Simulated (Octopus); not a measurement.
# Br2 (bromine): a chain of runs

Wanted: a series of 16 runs (PBE, PBEsol) of Br2. The setting varied is the potential filter, box margin. 

The results are computed with Octopus 16.4.

12 further runs of the same task are left out: 12 set aside as unsound or not needed. Runs told in other sessions of the task aren't counted.

### 1 The molecule

The species is Br2 (2 atoms), meant as a singlet with charge 0. SMILES: `BrBr`. The coordinates come from a PBE0-D4/def2-TZVP relaxation.

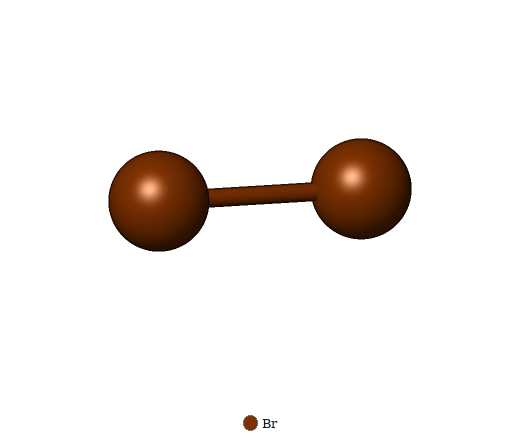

The structure, seen from a chosen angle (bromine brown).

### 2 Energy and forces at PBE (scalar, in the pseudopotentials, pseudodojo_pbe potentials, box margin 4 angstrom, extra states 0, grid spacing 0.247 angstrom, mix field default) (run 1)

Input file geometry.xyz:

```xyz
2

Br     0.972980    -0.325390     0.498520
Br    -0.972980     0.325390    -0.498520
```

Launch:

```
OMP_NUM_THREADS=1 octopus > gs.log
```

Standard output:

```text
Version                : 16.4
[... 117 lines left out ...]
Converged eigenvectors: 0
#  State  Eigenvalue [eV]  Occupation    Error
[... 11 lines left out ...]
Converged eigenvectors: 0
#  State  Eigenvalue [eV]  Occupation    Error
[... 42 lines left out ...]
Converged eigenvectors: 0
#  State  Eigenvalue [eV]  Occupation    Error
[... 11 lines left out ...]
Converged eigenvectors: 1
#  State  Eigenvalue [eV]  Occupation    Error
[... 8 lines left out ...]
Info: SCF converged in   14 iterations
[... 1 line left out ...]
**   Some of the states are not fully converged!
[... 1 line left out ...]
Octopus emitted 1 warning.
```

Run time: 1.3 s. Hardware: 1 thread of Arm Neoverse V2, shared host; peak memory 0.074 GiB.

### 3 Energy and gradient at PBE (scalar, in the pseudopotentials, pseudodojo_pbe potentials, box margin 4 angstrom, extra states 0, grid spacing 0.247 angstrom, mix field default) (run 2)

geometry.xyz is that of step 2.

Launch:

```
OMP_NUM_THREADS=1 octopus > gs.log
```

Standard output:

```text
Version                : 16.4
[... 122 lines left out ...]
Converged eigenvectors: 0
#  State  Eigenvalue [eV]  Occupation    Error
[... 11 lines left out ...]
Converged eigenvectors: 0
#  State  Eigenvalue [eV]  Occupation    Error
[... 45 lines left out ...]
Converged eigenvectors: 0
#  State  Eigenvalue [eV]  Occupation    Error
[... 11 lines left out ...]
Converged eigenvectors: 2
#  State  Eigenvalue [eV]  Occupation    Error
[... 8 lines left out ...]
Info: SCF converged in   15 iterations
[... 1 line left out ...]
**   Some of the states are not fully converged!
[... 1 line left out ...]
Octopus emitted 2 warnings.
```

Wall time 1.7 s (1 thread of Arm Neoverse V2, shared host); peak memory 0.074 GiB.

Runs 3 to 13 aren't shown in full; the table further down has their settings and results.

### 4 The distorted shape: energy and forces at PBEsol (scalar, in the pseudopotentials, pseudodojo_pbesol potentials, box margin 6 angstrom, extra states 0, grid spacing 0.21 angstrom, mix field default) (run 14)

Launch:

```
OMP_NUM_THREADS=1 octopus > gs.log
```

Standard output:

```text
Version                : 16.4
[... 122 lines left out ...]
Converged eigenvectors: 0
#  State  Eigenvalue [eV]  Occupation    Error
[... 11 lines left out ...]
Converged eigenvectors: 0
#  State  Eigenvalue [eV]  Occupation    Error
[... 54 lines left out ...]
Converged eigenvectors: 0
#  State  Eigenvalue [eV]  Occupation    Error
[... 11 lines left out ...]
Converged eigenvectors: 0
#  State  Eigenvalue [eV]  Occupation    Error
[... 8 lines left out ...]
Info: SCF converged in   18 iterations
[... 1 line left out ...]
**   Some of the states are not fully converged!
[... 1 line left out ...]
Octopus emitted 2 warnings.
```

It took 8.7 s on 1 thread of Arm Neoverse V2, shared host; peak memory 0.12 GiB.

Run 15 isn't shown in full; the table further down has it.

### 5 The distorted shape: energy and forces at PBEsol (scalar, in the pseudopotentials, pseudodojo_pbesol potentials, box margin 7 angstrom, extra states 0, grid spacing 0.21 angstrom, mix field default) (run 16)

Launch:

```
OMP_NUM_THREADS=1 octopus > gs.log
```

Standard output:

```text
Version                : 16.4
[... 117 lines left out ...]
Converged eigenvectors: 0
#  State  Eigenvalue [eV]  Occupation    Error
[... 11 lines left out ...]
Converged eigenvectors: 0
#  State  Eigenvalue [eV]  Occupation    Error
[... 57 lines left out ...]
Converged eigenvectors: 0
#  State  Eigenvalue [eV]  Occupation    Error
[... 11 lines left out ...]
Converged eigenvectors: 0
#  State  Eigenvalue [eV]  Occupation    Error
[... 8 lines left out ...]
Info: SCF converged in   19 iterations
[... 1 line left out ...]
**   Some of the states are not fully converged!
[... 1 line left out ...]
Octopus emitted 1 warning.
```

Wall time 14 s (1 thread of Arm Neoverse V2, shared host); peak memory 0.17 GiB.

### 6 All runs side by side

```tsv
run	level	potential filter	box margin	partner	energy (Eh)	dipole moment (D)	HOMO energy (eV)	largest force (eV/Å)	wall time
1	PBE (scalar, in the pseudopotentials, pseudodojo_pbe potentials, box margin 4 angstrom, extra states 0, grid spacing 0.247 angstrom, mix field default)	filter_none	4	base	-31.418422	0.00	-6.68	0.395	1.3 s
2	PBE (scalar, in the pseudopotentials, pseudodojo_pbe potentials, box margin 4 angstrom, extra states 0, grid spacing 0.247 angstrom, mix field default)	filter_TS	4	base	-31.465389	0.00	-6.75	0.422	1.7 s
3	PBE (scalar, in the pseudopotentials, pseudodojo_pbe potentials, box margin 4 angstrom, extra states 0, grid spacing 0.247 angstrom, mix field default)	filter_BSB	4	base	-31.456725	0.00	-6.75	0.442	2.7 s
4	PBE (scalar, in the pseudopotentials, pseudodojo_pbe potentials, box margin 4 angstrom, extra states 0, grid spacing 0.19 angstrom, mix field default)	filter_none	4	base	-31.455716	0.00	-6.75	0.381	3.3 s
5	PBE (scalar, in the pseudopotentials, pseudodojo_pbe potentials, box margin 4 angstrom, extra states 0, grid spacing 0.19 angstrom, mix field default)	filter_TS	4	base	-31.455900	0.00	-6.75	0.368	3.6 s
6	PBE (scalar, in the pseudopotentials, pseudodojo_pbe potentials, box margin 4 angstrom, extra states 0, grid spacing 0.19 angstrom, mix field default)	filter_BSB	4	base	-31.456223	0.00	-6.75	0.362	4.8 s
7	PBEsol (scalar, in the pseudopotentials, pseudodojo_pbesol potentials, box margin 3.5 angstrom, extra states 0, grid spacing 0.21 angstrom, mix field default)	filter_TS	3.5	base	-31.410241	0.00	-6.65	0.003	2 s
8	PBEsol (scalar, in the pseudopotentials, pseudodojo_pbesol potentials, box margin 3.5 angstrom, extra states 0, grid spacing 0.21 angstrom, mix field default)	filter_TS	3.5	Br1–Br2 2.51 Å	-31.399501	0.00	-6.96	2.196	2 s
9	PBEsol (scalar, in the pseudopotentials, pseudodojo_pbesol potentials, box margin 4 angstrom, extra states 0, grid spacing 0.21 angstrom, mix field default)	filter_TS	4	base	-31.414001	0.00	-6.75	0.054	2.7 s
10	PBEsol (scalar, in the pseudopotentials, pseudodojo_pbesol potentials, box margin 4 angstrom, extra states 0, grid spacing 0.209978 angstrom, mix field default)	filter_TS	4	Br1–Br2 2.51 Å	-31.403452	0.00	-7.06	2.141	3.3 s
11	PBEsol (scalar, in the pseudopotentials, pseudodojo_pbesol potentials, box margin 4.99998 angstrom, extra states 0, grid spacing 0.209978 angstrom, mix field default)	filter_TS	4.99998	base	-31.415039	0.00	-6.79	0.070	4.8 s
12	PBEsol (scalar, in the pseudopotentials, pseudodojo_pbesol potentials, box margin 5 angstrom, extra states 0, grid spacing 0.21 angstrom, mix field default)	filter_TS	5	Br1–Br2 2.51 Å	-31.404545	0.00	-7.10	2.125	5.1 s
13	PBEsol (scalar, in the pseudopotentials, pseudodojo_pbesol potentials, box margin 6 angstrom, extra states 0, grid spacing 0.21 angstrom, mix field default)	filter_TS	6	base	-31.415096	0.00	-6.79	0.071	7.8 s
14	PBEsol (scalar, in the pseudopotentials, pseudodojo_pbesol potentials, box margin 6 angstrom, extra states 0, grid spacing 0.21 angstrom, mix field default)	filter_TS	6	Br1–Br2 2.51 Å	-31.404602	0.00	-7.10	2.124	8.7 s
15	PBEsol (scalar, in the pseudopotentials, pseudodojo_pbesol potentials, box margin 7 angstrom, extra states 0, grid spacing 0.21 angstrom, mix field default)	filter_TS	7	base	-31.415099	0.00	-6.79	0.071	12 s
16	PBEsol (scalar, in the pseudopotentials, pseudodojo_pbesol potentials, box margin 7 angstrom, extra states 0, grid spacing 0.21 angstrom, mix field default)	filter_TS	7	Br1–Br2 2.51 Å	-31.404605	0.00	-7.10	2.124	14 s
```

Convergence of the total energy of singlet Br2 with the box margin, against the last point:

```tsv
box margin	from the last (mEh)	wall time
3.5 Å	+4.858	2 s
4 Å	+1.098	2.7 s
4.99998 Å	+0.060	4.8 s
6 Å	+0.003	7.8 s
7 Å	+0.000	12 s
```

Convergence of the HOMO energy of singlet Br2 with the box margin, against the last point:

```tsv
box margin	from the last (eV)	wall time
3.5 Å	+0.1440	2 s
4 Å	+0.0433	2.7 s
4.99998 Å	+0.0036	4.8 s
6 Å	+0.0003	7.8 s
7 Å	+0.0000	12 s
```

### 7 Outcome

| quantity | value |
| --- | --- |
| distorted shape, run 16: total energy | -31.40460 Eh |
| distorted shape, run 16: dipole moment | 0.00 D |
| distorted shape, run 16: HOMO energy | -7.10 eV |
| distorted shape, run 16: largest force on an atom | 2.124 eV/Å |
| energy change with the Br1–Br2 bond stretched from 2.281 to 2.509 Å, PBEsol (run 7, box margin 3.5) | 0.292 eV |
| energy change with the Br1–Br2 bond stretched from 2.281 to 2.509 Å, PBEsol (run 13, box margin 6) | 0.286 eV |
| energy change with the Br1–Br2 bond stretched from 2.281 to 2.509 Å, PBEsol (run 15, box margin 7) | 0.286 eV |

What this shows: For the total energy of singlet Br2 to stay within 2 mEh of the last point, 4 Å is the first point of the series from which all later ones do (2.7 s against 12 s). For the total energy of singlet Br2 to stay within 0.5 mEh of the last point, 4.99998 Å is the first point of the series from which all later ones do (4.8 s against 12 s). For the HOMO energy of singlet Br2 to stay within 0.1 eV of the last point, 4 Å is the first point of the series from which all later ones do (2.7 s against 12 s). For the HOMO energy of singlet Br2 to stay within 0.02 eV of the last point, 4.99998 Å is the first point of the series from which all later ones do (4.8 s against 12 s). Totals of different functionals can't be ranked against each other. All runs together took 80 s, the longest 14 s.
